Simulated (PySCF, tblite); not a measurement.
# C₄H₇F: dynamics, then NMR shifts and electronic excitations on frames, part 2 of 2

tblite 0.8.0 and PySCF 2.14.0. Atoms count from 0. The steps go on from the part before.

### 7 Nuclear shieldings: 625 fs, PBE0/pcSseg-1

The job: settings as JSON, then the geometry in Å.

```
{"job": {"kind": "nmr", "xc": "PBE0", "basis": "pcSseg-1", "pop": false}, "charge": 0, "multiplicity": 1}
C      1.381500     0.414400     1.021100
C      0.034100    -0.274500     1.114600
C     -1.077400     0.356500     0.763100
C     -2.428700    -0.247200     0.758400
F     -1.062600     1.694900     0.306000
H      1.526400     0.951100     0.004800
H      1.321700     1.165900     1.805300
H      2.227700    -0.302100     1.087500
H     -0.000100    -1.364000     1.194300
H     -2.497900    -1.202600     0.327900
H     -3.007500     0.381400     0.029400
H     -2.997200    -0.217100     1.671800
```

Method: GIAO PBE0/pcSseg-1 NMR shielding, non-relativistic, gas phase.

Output:

```text
coarse grid: 9776 points
cycle   1  E = -256.0378735793  dE =  3.639e-01  |g| = 5.104e-01  |ddm| = 2.874e+00
cycle   2  E = -256.0039133323  dE =  3.396e-02  |g| = 6.916e-01  |ddm| = 8.556e-01
cycle   3  E = -256.0888196108  dE = -8.491e-02  |g| = 8.901e-02  |ddm| = 5.045e-01
cycle   4  E = -256.0905519752  dE = -1.732e-03  |g| = 2.885e-02  |ddm| = 8.906e-02
cycle   5  E = -256.0907409574  dE = -1.890e-04  |g| = 8.724e-03  |ddm| = 2.485e-02
cycle   6  E = -256.0907535791  dE = -1.262e-05  |g| = 3.692e-03  |ddm| = 9.946e-03
cycle   7  E = -256.0907566323  dE = -3.053e-06  |g| = 3.362e-04  |ddm| = 3.222e-03
final grid: 94040 points
cycle   8  E = -256.1267865989  dE = -2.607e-05  |g| = 7.636e-03  |ddm| = 2.194e-02
cycle   9  E = -256.1267781263  dE =  8.473e-06  |g| = 1.053e-02  |ddm| = 1.380e-02
cycle  10  E = -256.1267998938  dE = -2.177e-05  |g| = 1.323e-03  |ddm| = 8.020e-03
cycle  11  E = -256.1268001951  dE = -3.013e-07  |g| = 1.552e-04  |ddm| = 1.141e-03
cycle  12  E = -256.1268001986  dE = -3.451e-09  |g| = 6.474e-05  |ddm| = 1.307e-04
cycle  13  E = -256.1268001994  dE = -8.548e-10  |g| = 2.671e-05  |ddm| = 6.341e-05
converged SCF energy = -256.1268001994

GIAO shielding tensors (ppm)
atom      isotropic    diamagn.    paramagn.     s11        s22        s33       span
  0 C      168.999     247.389     -78.389    155.772    168.605    182.621     26.849
  1 C       72.812     260.932    -188.120    -33.351    103.241    148.545    181.896
  2 C       12.265     251.309    -239.043    -88.128     56.490     68.433    156.561
  3 C      169.595     247.911     -78.317    151.083    159.811    197.890     46.806
  4 F      239.457     477.675    -238.218    140.993    259.809    317.570    176.578
  5 H       28.016      29.182      -1.166     23.665     27.437     32.947      9.282
  6 H       29.138      28.682       0.455     24.336     28.205     34.871     10.535
  7 H       29.548      28.801       0.748     25.415     27.642     35.587     10.173
  8 H       26.163      32.961      -6.798     23.609     25.275     29.604      5.996
  9 H       30.644      30.933      -0.289     26.608     29.151     36.173      9.565
 10 H       29.249      27.964       1.285     24.979     28.454     34.314      9.335
 11 H       29.817      27.038       2.779     26.025     27.281     36.144     10.119
```

It took 17 s on 1 thread of Intel Xeon at 2.70GHz, shared host; peak memory 0.58 GiB.

In short: δ C2 174.7, C1 114.1, C0 17.9, C3 17.3, H8 5.55, H5 3.70 ppm.

### 8 TDDFT and polarisability: 625 fs, PBE0/def2-SVPD

Settings changed since step 7:

```diff
@@ -1,2 +1,2 @@
-{"job": {"kind": "nmr", "xc": "PBE0", "basis": "pcSseg-1", "pop": false}, "charge": 0, "multiplicity": 1}
+{"job": {"kind": "uv", "xc": "PBE0", "basis": "def2-SVPD", "nstates": 5, "ntriplets": 0}, "charge": 0, "multiplicity": 1}
 C      1.381500     0.414400     1.021100
```

Method: TDDFT PBE0/def2-SVPD, vertical, gas phase, core orbitals frozen in the response.

Output:

```text
coarse grid: 9776 points
cycle   1  E = -255.8956955021  dE =  3.211e-01  |g| = 4.755e-01  |ddm| = 4.628e+00
cycle   2  E = -255.8635317849  dE =  3.216e-02  |g| = 6.438e-01  |ddm| = 1.212e+00
cycle   3  E = -255.9426882746  dE = -7.916e-02  |g| = 8.663e-02  |ddm| = 6.345e-01
cycle   4  E = -255.9443610170  dE = -1.673e-03  |g| = 2.655e-02  |ddm| = 1.470e-01
cycle   5  E = -255.9445270896  dE = -1.661e-04  |g| = 7.853e-03  |ddm| = 4.207e-02
cycle   6  E = -255.9445368858  dE = -9.796e-06  |g| = 3.791e-03  |ddm| = 1.261e-02
cycle   7  E = -255.9445402213  dE = -3.335e-06  |g| = 2.431e-04  |ddm| = 4.938e-03
final grid: 94040 points
cycle   8  E = -255.9805348323  dE = -2.606e-05  |g| = 7.548e-03  |ddm| = 1.036e-01
cycle   9  E = -255.9805256335  dE =  9.199e-06  |g| = 1.049e-02  |ddm| = 2.347e-02
cycle  10  E = -255.9805480775  dE = -2.244e-05  |g| = 1.302e-03  |ddm| = 1.109e-02
cycle  11  E = -255.9805484026  dE = -3.252e-07  |g| = 1.402e-04  |ddm| = 1.426e-03
cycle  12  E = -255.9805484055  dE = -2.853e-09  |g| = 7.372e-05  |ddm| = 2.902e-04
cycle  13  E = -255.9805484067  dE = -1.154e-09  |g| = 2.899e-05  |ddm| = 1.187e-04
cycle  14  E = -255.9805484069  dE = -2.121e-10  |g| = 5.376e-06  |ddm| = 4.805e-05
converged SCF energy = -255.9805484069

Static polarisability (au): isotropic 52.399, principal 40.204 49.356 67.637

Singlet excitations
state   eV       nm        f      main configurations
  1   6.3506    195.2   0.01331   H->L+1 0.80, H->L 0.16
  2   6.8579    180.8   0.28836   H->L 0.77, H->L+1 0.18
  3   7.2273    171.5   0.00190   H->L+2 0.97
  4   7.6788    161.5   0.02640   H->L+3 0.97
  5   8.1314    152.5   0.04359   H->L+4 0.69, H->L+5 0.21
```

It took 27 s on 1 thread of Intel Xeon at 2.70GHz, shared host; peak memory 0.7 GiB.

This run: HOMO -7.05 eV, LUMO 0.20 eV; lowest singlet 6.35 eV.

### 9 Shielding tensors: 800 fs, PBE0/pcSseg-1

The job: settings as JSON, then the geometry in Å.

```
{"job": {"kind": "nmr", "xc": "PBE0", "basis": "pcSseg-1", "pop": false}, "charge": 0, "multiplicity": 1}
C      1.566400     0.509400     0.658200
C      0.166900     0.005800     0.834300
C     -1.053700     0.430600     0.551300
C     -2.365700    -0.159500     1.048900
F     -1.030800     1.704000     0.002100
H      2.297800    -0.274500     0.243100
H      1.473400     1.415900     0.048200
H      1.984700     0.765100     1.634600
H      0.207100    -1.032800     1.197800
H     -2.237900    -0.977600     1.712200
H     -2.930900    -0.526400     0.260900
H     -2.946100     0.611500     1.552300
```

Level: GIAO PBE0/pcSseg-1 NMR shielding, non-relativistic, gas phase.

Output:

```text
coarse grid: 9776 points
cycle   1  E = -256.0337849280  dE =  4.106e-01  |g| = 5.246e-01  |ddm| = 2.906e+00
cycle   2  E = -255.9921641309  dE =  4.162e-02  |g| = 7.254e-01  |ddm| = 8.829e-01
cycle   3  E = -256.0874276541  dE = -9.526e-02  |g| = 9.027e-02  |ddm| = 5.261e-01
cycle   4  E = -256.0892818059  dE = -1.854e-03  |g| = 3.005e-02  |ddm| = 9.886e-02
cycle   5  E = -256.0894821613  dE = -2.004e-04  |g| = 1.052e-02  |ddm| = 2.828e-02
cycle   6  E = -256.0895022216  dE = -2.006e-05  |g| = 3.092e-03  |ddm| = 1.041e-02
cycle   7  E = -256.0895042763  dE = -2.055e-06  |g| = 2.616e-04  |ddm| = 2.528e-03
final grid: 94040 points
cycle   8  E = -256.1259257095  dE = -2.626e-05  |g| = 7.328e-03  |ddm| = 2.097e-02
cycle   9  E = -256.1259209905  dE =  4.719e-06  |g| = 9.155e-03  |ddm| = 1.220e-02
cycle  10  E = -256.1259384635  dE = -1.747e-05  |g| = 1.314e-03  |ddm| = 6.725e-03
cycle  11  E = -256.1259387332  dE = -2.696e-07  |g| = 1.261e-04  |ddm| = 1.028e-03
cycle  12  E = -256.1259387357  dE = -2.540e-09  |g| = 3.721e-05  |ddm| = 9.972e-05
cycle  13  E = -256.1259387360  dE = -2.776e-10  |g| = 1.597e-05  |ddm| = 3.814e-05
converged SCF energy = -256.1259387360

GIAO shielding tensors (ppm)
atom      isotropic    diamagn.    paramagn.     s11        s22        s33       span
  0 C      167.916     246.931     -79.016    143.581    176.944    183.222     39.641
  1 C       69.681     260.568    -190.887    -26.245     83.157    152.132    178.377
  2 C       20.526     249.914    -229.388    -78.832     62.799     77.610    156.442
  3 C      169.641     248.019     -78.378    149.665    163.176    196.083     46.418
  4 F      284.791     476.960    -192.169    171.569    299.783    383.021    211.452
  5 H       28.575      28.202       0.374     24.599     26.386     34.741     10.143
  6 H       28.611      29.697      -1.086     23.894     29.034     32.905      9.011
  7 H       29.745      28.250       1.495     25.518     27.786     35.930     10.412
  8 H       26.962      33.667      -6.705     23.037     26.622     31.227      8.190
  9 H       30.413      29.935       0.478     26.433     29.370     35.438      9.005
 10 H       30.880      30.281       0.599     26.989     28.595     37.056     10.068
 11 H       29.742      26.929       2.813     25.858     27.764     35.603      9.746
```

Wall time 17 s (1 thread of Intel Xeon at 2.70GHz, shared host); peak memory 0.58 GiB.

In short: δ C2 166.4, C1 117.2, C0 19.0, C3 17.3, H8 4.75, H5 3.14 ppm.

### 10 Ultraviolet spectrum: 800 fs, PBE0/def2-SVPD

Settings changed since step 9:

```diff
@@ -1,2 +1,2 @@
-{"job": {"kind": "nmr", "xc": "PBE0", "basis": "pcSseg-1", "pop": false}, "charge": 0, "multiplicity": 1}
+{"job": {"kind": "uv", "xc": "PBE0", "basis": "def2-SVPD", "nstates": 5, "ntriplets": 0}, "charge": 0, "multiplicity": 1}
 C      1.566400     0.509400     0.658200
```

With the program's defaults for keys left out, this is: TDDFT PBE0/def2-SVPD, vertical, gas phase, core orbitals frozen in the response.

Output:

```text
coarse grid: 9776 points
cycle   1  E = -255.8915087143  dE =  3.677e-01  |g| = 4.891e-01  |ddm| = 4.866e+00
cycle   2  E = -255.8510309735  dE =  4.048e-02  |g| = 6.808e-01  |ddm| = 1.265e+00
cycle   3  E = -255.9412679474  dE = -9.024e-02  |g| = 8.647e-02  |ddm| = 7.599e-01
cycle   4  E = -255.9430050365  dE = -1.737e-03  |g| = 2.752e-02  |ddm| = 1.869e-01
cycle   5  E = -255.9431783525  dE = -1.733e-04  |g| = 9.750e-03  |ddm| = 5.337e-02
cycle   6  E = -255.9431957423  dE = -1.739e-05  |g| = 3.289e-03  |ddm| = 1.430e-02
cycle   7  E = -255.9431981605  dE = -2.418e-06  |g| = 2.047e-04  |ddm| = 4.609e-03
final grid: 94040 points
cycle   8  E = -255.9794989722  dE = -2.542e-05  |g| = 7.171e-03  |ddm| = 8.051e-02
cycle   9  E = -255.9794938306  dE =  5.142e-06  |g| = 9.044e-03  |ddm| = 2.277e-02
cycle  10  E = -255.9795113369  dE = -1.751e-05  |g| = 1.285e-03  |ddm| = 1.083e-02
cycle  11  E = -255.9795116287  dE = -2.919e-07  |g| = 1.102e-04  |ddm| = 1.277e-03
cycle  12  E = -255.9795116309  dE = -2.203e-09  |g| = 3.888e-05  |ddm| = 2.528e-04
cycle  13  E = -255.9795116312  dE = -2.536e-10  |g| = 2.294e-05  |ddm| = 8.289e-05
converged SCF energy = -255.9795116312

Static polarisability (au): isotropic 52.671, principal 39.920 48.069 70.023

Singlet excitations
state   eV       nm        f      main configurations
  1   6.2917    197.1   0.02274   H->L 0.55, H->L+1 0.43
  2   7.0683    175.4   0.13378   H->L+2 0.48, H->L+1 0.27, H->L 0.23
  3   7.3467    168.8   0.30468   H->L+2 0.51, H->L+1 0.25, H->L 0.20
  4   7.7092    160.8   0.02083   H->L+3 0.96
  5   8.1113    152.9   0.01410   H->L+4 0.81, H->L+5 0.12
```

Wall time 28 s (1 thread of Intel Xeon at 2.70GHz, shared host); peak memory 0.7 GiB.

This run: HOMO -6.95 eV, LUMO 0.40 eV; lowest singlet 6.29 eV.

### 11 Shielding tensors: 1000 fs, PBE0/pcSseg-1

The job: settings as JSON, then the geometry in Å.

```
{"job": {"kind": "nmr", "xc": "PBE0", "basis": "pcSseg-1", "pop": false}, "charge": 0, "multiplicity": 1}
C      1.469100     0.484000     0.910800
C      0.297300    -0.428800     1.120700
C     -0.903800     0.008500     0.933500
C     -2.172700    -0.682200     1.211400
F     -1.123500     1.359500     0.478100
H      1.509000     0.925400    -0.051200
H      1.195800     1.315700     1.546000
H      2.427400     0.064300     1.254300
H      0.407400    -1.399200     1.565000
H     -1.977500    -1.579800     1.747300
H     -2.724600    -0.820400     0.277800
H     -2.807700     0.014600     1.792400
```

Level: GIAO PBE0/pcSseg-1 NMR shielding, non-relativistic, gas phase.

Output:

```text
coarse grid: 9776 points
cycle   1  E = -256.0394630143  dE =  4.663e-01  |g| = 5.248e-01  |ddm| = 2.899e+00
cycle   2  E = -256.0064670244  dE =  3.300e-02  |g| = 7.089e-01  |ddm| = 9.288e-01
cycle   3  E = -256.0935406871  dE = -8.707e-02  |g| = 9.147e-02  |ddm| = 5.480e-01
cycle   4  E = -256.0952883936  dE = -1.748e-03  |g| = 2.538e-02  |ddm| = 8.362e-02
cycle   5  E = -256.0954367672  dE = -1.484e-04  |g| = 3.588e-03  |ddm| = 2.183e-02
cycle   6  E = -256.0954385534  dE = -1.786e-06  |g| = 1.899e-03  |ddm| = 3.719e-03
final grid: 94040 points
cycle   7  E = -256.1325023680  dE = -3.239e-05  |g| = 7.238e-03  |ddm| = 2.482e-02
cycle   8  E = -256.1324971496  dE =  5.218e-06  |g| = 8.953e-03  |ddm| = 1.206e-02
cycle   9  E = -256.1325151761  dE = -1.803e-05  |g| = 1.438e-03  |ddm| = 6.584e-03
cycle  10  E = -256.1325155468  dE = -3.707e-07  |g| = 1.877e-04  |ddm| = 1.094e-03
cycle  11  E = -256.1325155537  dE = -6.907e-09  |g| = 6.187e-05  |ddm| = 1.686e-04
cycle  12  E = -256.1325155544  dE = -7.321e-10  |g| = 2.411e-05  |ddm| = 6.706e-05
converged SCF energy = -256.1325155544

GIAO shielding tensors (ppm)
atom      isotropic    diamagn.    paramagn.     s11        s22        s33       span
  0 C      178.374     246.225     -67.851    166.083    176.592    192.447     26.364
  1 C       82.434     258.693    -176.259    -19.280    114.403    152.179    171.459
  2 C       13.804     252.427    -238.623    -77.332     49.546     69.198    146.530
  3 C      165.452     248.676     -83.224    148.495    157.887    189.975     41.480
  4 F      250.241     478.693    -228.452    128.686    289.086    332.950    204.264
  5 H       30.378      31.246      -0.868     25.789     29.267     36.079     10.290
  6 H       29.577      29.498       0.079     24.396     29.544     34.790     10.394
  7 H       30.219      28.483       1.736     25.767     27.884     37.008     11.241
  8 H       26.853      33.115      -6.262     24.327     26.443     29.788      5.461
  9 H       30.458      29.325       1.133     26.340     29.715     35.320      8.980
 10 H       29.317      28.932       0.385     25.710     27.198     35.043      9.333
 11 H       29.199      26.812       2.387     25.517     27.575     34.506      8.989
```

It took 17 s on 1 thread of Intel Xeon at 2.70GHz, shared host; peak memory 0.58 GiB.

In short: δ C2 173.1, C1 104.5, C3 21.5, C0 8.6, H8 4.86, H11 2.52 ppm.

### 12 TDDFT and polarisability: 1000 fs, PBE0/def2-SVPD

Settings changed since step 11:

```diff
@@ -1,2 +1,2 @@
-{"job": {"kind": "nmr", "xc": "PBE0", "basis": "pcSseg-1", "pop": false}, "charge": 0, "multiplicity": 1}
+{"job": {"kind": "uv", "xc": "PBE0", "basis": "def2-SVPD", "nstates": 5, "ntriplets": 0}, "charge": 0, "multiplicity": 1}
 C      1.469100     0.484000     0.910800
```

With the program's defaults for keys left out, this is: TDDFT PBE0/def2-SVPD, vertical, gas phase, core orbitals frozen in the response.

Output:

```text
coarse grid: 9776 points
cycle   1  E = -255.8962604871  dE =  4.228e-01  |g| = 4.882e-01  |ddm| = 5.003e+00
cycle   2  E = -255.8646026273  dE =  3.166e-02  |g| = 6.605e-01  |ddm| = 1.220e+00
cycle   3  E = -255.9461030156  dE = -8.150e-02  |g| = 8.964e-02  |ddm| = 6.568e-01
cycle   4  E = -255.9477959222  dE = -1.693e-03  |g| = 2.366e-02  |ddm| = 1.496e-01
cycle   5  E = -255.9479298275  dE = -1.339e-04  |g| = 3.116e-03  |ddm| = 4.078e-02
cycle   6  E = -255.9479318580  dE = -2.030e-06  |g| = 6.038e-04  |ddm| = 7.467e-03
final grid: 94040 points
cycle   7  E = -255.9852279844  dE = -2.890e-05  |g| = 7.675e-03  |ddm| = 9.362e-02
cycle   8  E = -255.9852204139  dE =  7.570e-06  |g| = 1.014e-02  |ddm| = 2.611e-02
cycle   9  E = -255.9852418831  dE = -2.147e-05  |g| = 1.510e-03  |ddm| = 1.218e-02
cycle  10  E = -255.9852422974  dE = -4.143e-07  |g| = 1.383e-04  |ddm| = 1.554e-03
cycle  11  E = -255.9852423008  dE = -3.361e-09  |g| = 4.854e-05  |ddm| = 2.859e-04
cycle  12  E = -255.9852423011  dE = -3.880e-10  |g| = 2.760e-05  |ddm| = 1.066e-04
converged SCF energy = -255.9852423011

Static polarisability (au): isotropic 50.818, principal 39.023 47.815 65.616

Singlet excitations
state   eV       nm        f      main configurations
  1   6.4376    192.6   0.00176   H->L 0.60, H->L+1 0.37
  2   7.3221    169.3   0.31599   H->L+1 0.52, H->L 0.33, H->L+2 0.11
  3   7.3564    168.5   0.03780   H->L+2 0.86, H->L+1 0.08
  4   7.6999    161.0   0.03523   H->L+3 0.94
  5   8.1873    151.4   0.01998   H->L+4 0.74, H->L+5 0.15
```

It took 27 s on 1 thread of Intel Xeon at 2.70GHz, shared host; peak memory 0.7 GiB.

Key values: HOMO -7.14 eV, LUMO 0.61 eV; lowest singlet 6.44 eV.

### 13 Side by side: NMR shifts

Shifts (ppm) of some atoms, chosen among heavy atoms and hydrogens apart, with basis size and wall time:

```tsv
frame	C2	C1	C3	C0	H6	H5	F4	functions	time
250 fs	167.6	109.6	22.5	10.7	1.91	1.78	-103.0	120	25 s
425 fs	167.1	108.4	12.7	12.6	0.83	2.43	-95.1	120	17 s
625 fs	174.7	114.1	17.3	17.9	2.58	3.70	-68.5	120	17 s
800 fs	166.4	117.2	17.3	19.0	3.11	3.14	-113.8	120	17 s
1000 fs	173.1	104.5	21.5	8.6	2.14	1.34	-79.3	120	17 s
```

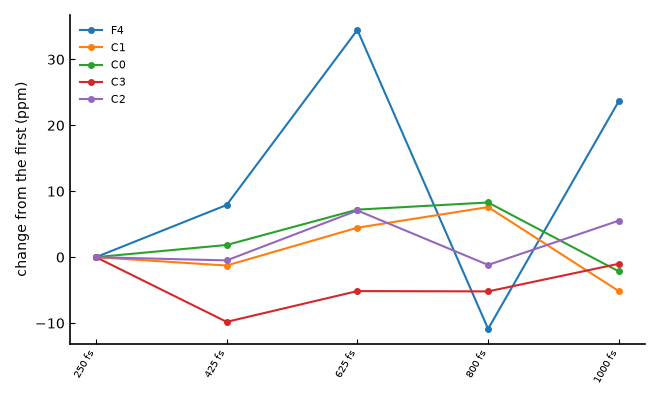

How five of the tabulated atoms move from run to run.

### 14 Side by side: electronic excitations

Excitations and ground-state properties, with basis size and wall time:

```tsv
frame	lowest singlet (eV)	brightest (eV)	f	gap (eV)	α (Å³)	μ (D)	functions	time
250 fs	6.37	7.41	0.482	7.49	7.74	1.62	159	34 s
425 fs	6.34	7.21	0.258	7.34	7.64	1.55	159	27 s
625 fs	6.35	6.86	0.288	7.25	7.76	1.74	159	27 s
800 fs	6.29	7.35	0.305	7.35	7.81	1.84	159	28 s
1000 fs	6.44	7.32	0.316	7.75	7.53	1.81	159	27 s
```

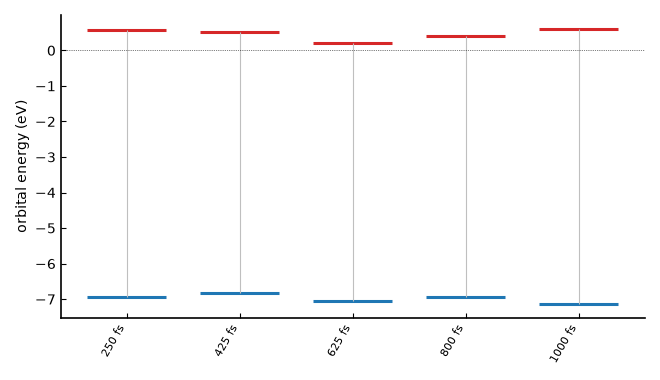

HOMO (blue) and LUMO (red) run by run.

### 15 Results

The summary covers parts 1 to 2.

| quantity | value |
| --- | --- |
| thermostat | 300 K |
| mean temperature, second half | 291 K |
| mean potential energy above the minimum | 0.42 eV |
| 13C shifts against TMS (PBE0/pcSseg-1, 250 fs) | 167.6, 109.6, 22.5, 10.7 ppm |
| 1H shifts against TMS (PBE0/pcSseg-1, 250 fs) | 4.38, 2.79, 2.22, 1.91, 1.78, 1.68, 1.16 ppm |
| 19F shifts against CFCl3 (PBE0/pcSseg-1, 250 fs) | -103.0 ppm |
| surface potential, 1st and 99th percentile | -0.94 V and 0.87 V |
| lowest singlet (PBE0/def2-SVPD, 250 fs) | 6.37 eV (195 nm), f = 0.012 |
| brightest single state of those computed | state 3, 7.41 eV, f = 0.482 |
| range of the shift of F4 | -113.8 to -68.5 ppm |
| range of the lowest singlet | 6.29 to 6.44 eV |

What this shows: In the second half the potential energy averages 0.42 eV above the minimum; equipartition over 30 harmonic modes at 300 K would give 0.39 eV. With 12 atoms the temperature swings widely (156 to 392 K). Shifts at one fixed geometry are not the observed spectrum, which averages over the motion. In the first frame run (250 fs): The largest span, 213 ppm, is at F4, where the paramagnetic term is -203 ppm. The first singlet state (HOMO→LUMO 0.66, HOMO→LUMO+1 0.31) lies at 6.37 eV and is weak; of the 5 states computed, the strongest absorption comes from state 3 at 7.41 eV. States above −ε(HOMO) lie where TDDFT describes them poorly and they hang on the basis; the brightest is among them. Across the 5 runs the shift of F4 moves most, between -113.8 (800 fs) and -68.5 ppm (625 fs). The lowest singlet runs from 6.29 eV (800 fs) to 6.44 eV (1000 fs), while the orbital gap spans 7.25 to 7.75 eV. The lowest state need not be the same one in every run.
